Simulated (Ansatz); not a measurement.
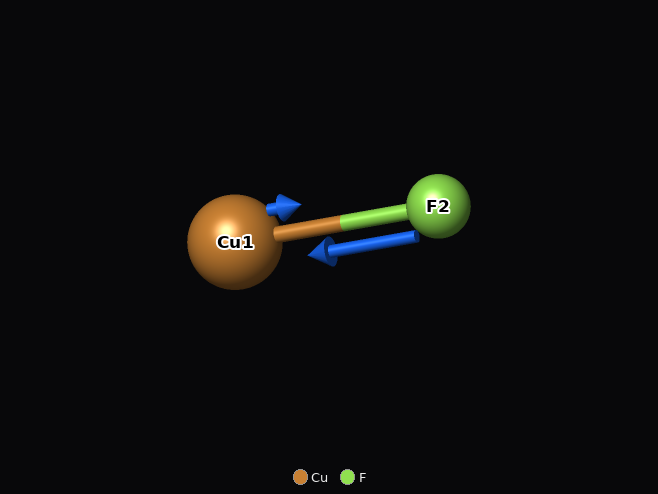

The arrows show one normal mode. The species is neutral and a spin singlet. Harmonic vibrations computed with RKS PBE0-D4/def2-TZVP (Ansatz 0.2.0) at a stationary point of the same level.

Question: Describe the motion.

Answer: Mostly Cu–F stretching.

Question: Estimate its harmonic wavenumber.

Answer: 593 cm⁻¹; it is mode 1 of 1 counted from the lowest.
